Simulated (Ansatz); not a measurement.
BrFH$_{3}$NSi

Input

```
crystal:
  periodic: [false, false, false]
  atoms:
    - { symbol: "N", position_ang: [-0.0814, 1.0736, -0.0048] }
    - { symbol: Si, position_ang: [0.3762, -0.4876, 0.1823] }
    - { symbol: F, position_ang: [0.0706, -0.8647, 1.6947] }
    - { symbol: Br, position_ang: [-0.818, -1.6861, -1.1439] }
    - { symbol: H, position_ang: [-1.0399, 1.1933, 0.4061] }
    - { symbol: H, position_ang: [-0.2815, 1.297, -1.0088] }
    - { symbol: H, position_ang: [1.8352, -0.5935, -0.1712] }
magnetization:
  spin_polarized: true
basis:
  gaussian: { orbitals: def2-SVP }
hamiltonian:
  xc: pbe
  dispersion: d4
relax:
  f_tol: 0.02
  max_steps: 50
output:
  orbitals: {}
```

Launched as:

```sh
ansatz run input.yaml --threads 2 --pin off --max-ram 3072MiB --backend cpu --events-out ev --progress --plain --runs-dir out
```

The fields are those of the run's last geometry, not of the input's.

Theory: UKS PBE-D4/def2-SVP (Ansatz).

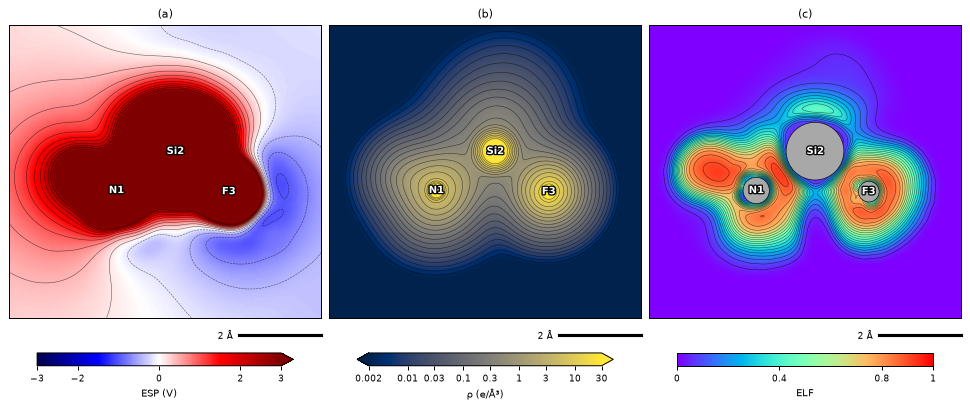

Figure 1. (a) molecular electrostatic potential; (b) total electron density; (c) ELF on the plane of atoms N1, Si2 and F3. Grey discs cover the atomic cores in the ELF map.

Read the bonding off the picture.

Atoms in the plane: N, Si and F. Si–F (1.63 Å): the density is about 1 e/Å³ at the midpoint; the ELF peaks at about 0.85 in the valence shell of F, 0.6 Å from its nucleus, and is about 0.50 at the midpoint. Si–N (1.71 Å): the density is about 1.1 e/Å³ at the midpoint; the ELF peaks at about 0.90 between the atoms: a polar covalent bond. The ELF also peaks beside F3, away from the bonds: lone-pair regions. Outside the dense part of the molecule the potential is most negative (−1.0 V) near F3.

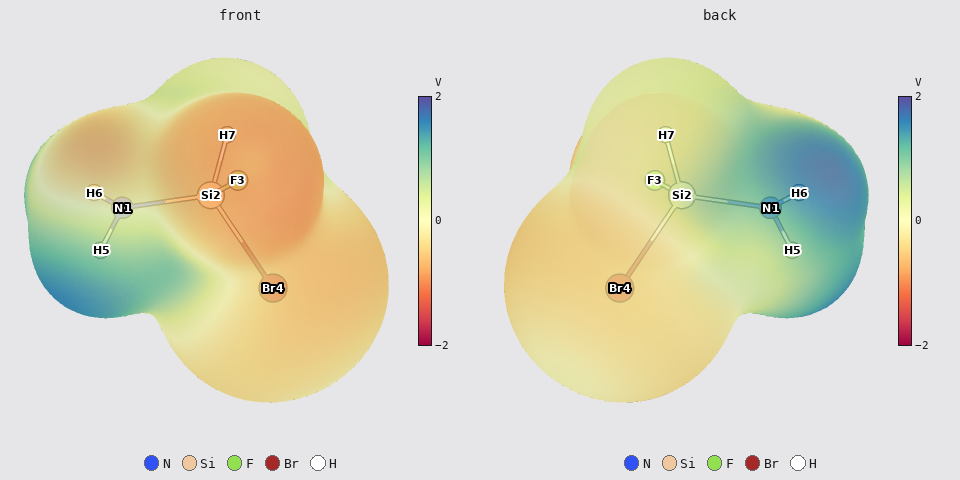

Figure 2. The molecular electrostatic potential painted on the density surface at 0.001 e/bohr³, seen from the front and from behind; red is negative and blue positive.

Where is the surface potential most negative and most positive?

The most negative region (about −0.9 V) lies over F3, the most positive (about +1.7 V) over H6.

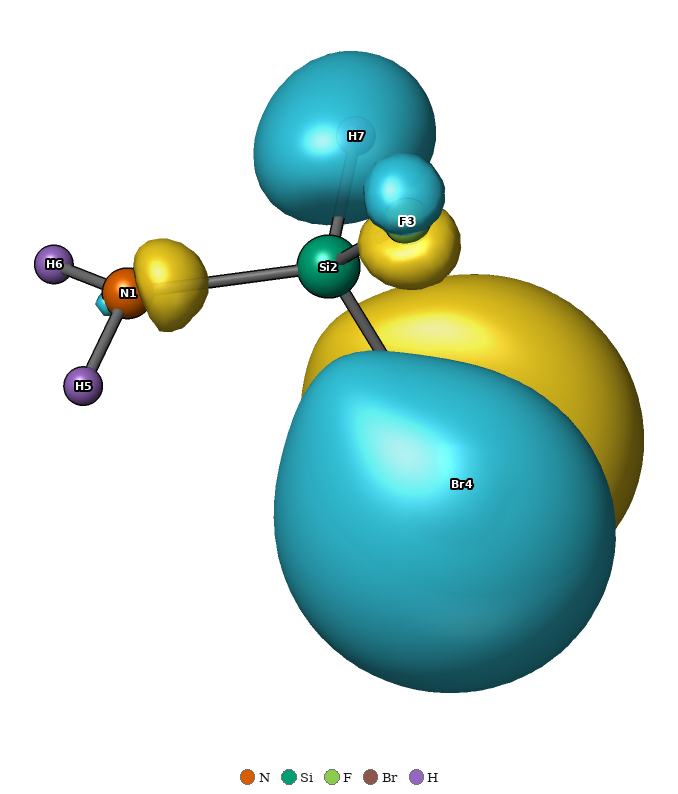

Figure 3. The HOMO−1 at ±0.08 Å⁻³ᐟ² (yellow and cyan are the two phases), seen across its widest extent.

Describe this orbital and give its energy.

By Hirshfeld shares it lies mainly on Br4 (about 85 %); largely a lone pair of Br4. Its energy is −7.08 eV.
